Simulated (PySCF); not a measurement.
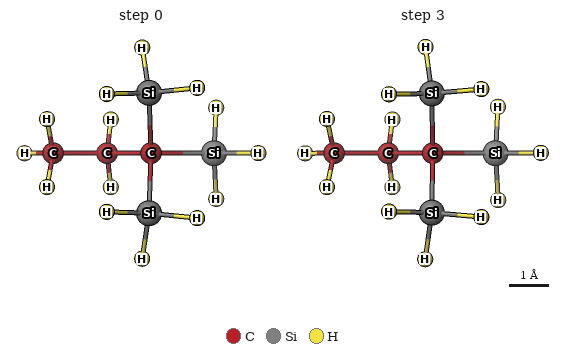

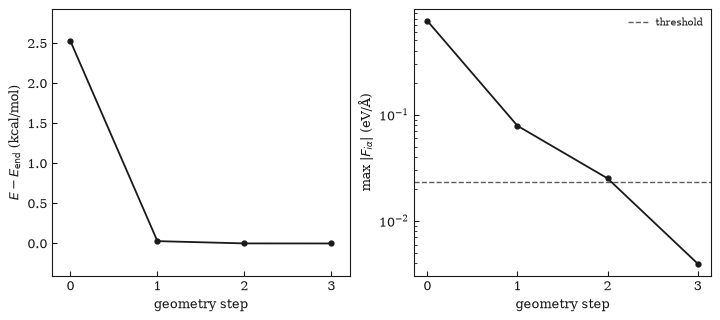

First and last geometry of a relaxation of C$_{3}$H$_{14}$Si$_{3}$, with the history of the run. The picture is a ball-and-stick view, seen at a tilt.

The start comes from GFN2-xTB.

Theory: PySCF, PBE0-D3(BJ)/def2-SVP geometry optimisation, gas phase. 

What do the curves and the structures tell?

It converged. The atom that moves furthest after the best rigid fit is an H atom (0.065 Å). Largest moves by element: H 0.065 Å, C 0.033 Å, Si 0.028 Å. Near-neighbour distances that change, for instance: H–Si 1.464 → 1.495 Å, C–C 1.538 → 1.553 Å, C–H 1.087 → 1.101 Å, C–Si 1.909 → 1.896 Å. After 3 geometry steps the energy has fallen by 2.53 kcal/mol. The largest force component goes from 0.76 to 0.004 eV/Å.
